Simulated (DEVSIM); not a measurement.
Structure: abrupt Ge n-p junction, at 350 K.

| layer (left to right) | material | thickness (μm) | Nd (cm⁻³) | Na (cm⁻³) | τn (s) | τp (s) |
|---|---|---|---|---|---|---|
| 1 | Ge | 0.160 | 4.6e16 | - | 1.1e-7 | 1.1e-7 |
| 2 | Ge | 110 | - | 1.4e16 | 1.1e-7 | 1.1e-7 |

Left contact: ohmic. Right contact: ohmic. Voltage is applied to the left contact. Recombination: SRH at mid-gap. Mobility is constant in doping.

Constants are typed, rounded textbook-type inputs, not results; the design itself was drawn at random and stands for no fabricated device. Values at 300 K; Nc and Nv go as T^1.5, mobilities as T to minus their exponent, the gap by Varshni's rule with the affinity fixed.

| parameter | Ge |
|---|---|
| gap (eV) | 0.664 |
| affinity (eV) | 4 |
| permittivity | 16 |
| Nc (cm⁻³) | 1.04e19 |
| Nv (cm⁻³) | 6e18 |
| μn (cm²/Vs) | 3900 |
| μp (cm²/Vs) | 1900 |
| T exponent of μn | 1.66 |
| T exponent of μp | 2.33 |
| Varshni α (eV/K) | 0.000477 |
| Varshni β (K) | 235 |

Simulated with DEVSIM: 1D drift-diffusion, Boltzmann statistics, complete ionisation; no tunnelling, impact ionisation, image-force lowering or self-heating.

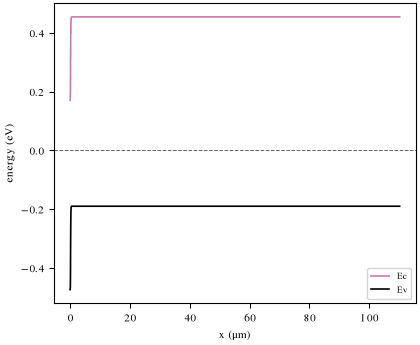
Figure: Band edges at zero bias

Energies count from the Fermi level of the right contact; mesh points crowd at the junctions.

```tsv
x (μm)	Ec (eV)	Ev (eV)	n (cm⁻³)	p (cm⁻³)	field (V/cm)
0.000	0.170	-0.474	4.6e16	1.1e12	140
0.02650	0.171	-0.473	4.5e16	1.2e12	230
0.07622	0.174	-0.470	4.0e16	1.3e12	1600
0.1258	0.197	-0.447	1.9e16	2.8e12	9800
0.1620	0.258	-0.386	2.5e15	2.1e13	23000
0.1949	0.325	-0.319	2.7e14	1.9e14	18000
0.2692	0.416	-0.228	1.3e13	3.9e15	7300
0.5370	0.455	-0.190	3.7e12	1.4e16	24
1.081	0.455	-0.190	3.7e12	1.4e16	≈ 0
2.272	0.455	-0.190	3.7e12	1.4e16	≈ 0
4.968	0.455	-0.190	3.7e12	1.4e16	≈ 0
14.68	0.455	-0.190	3.7e12	1.4e16	≈ 0
33.02	0.455	-0.190	3.7e12	1.4e16	≈ 0
70.48	0.455	-0.190	3.7e12	1.4e16	≈ 0
96.99	0.455	-0.190	3.7e12	1.4e16	≈ 0
104.3	0.455	-0.190	3.7e12	1.4e16	≈ 0
107.6	0.455	-0.190	3.7e12	1.4e16	≈ 0
109.0	0.455	-0.190	3.7e12	1.4e16	≈ 0
109.8	0.455	-0.190	3.7e12	1.4e16	≈ 0
110.0	0.455	-0.190	3.7e12	1.4e16	≈ 0
110.1	0.455	-0.190	3.7e12	1.4e16	≈ 0
110.2	0.455	-0.190	3.7e12	1.4e16	≈ 0
```
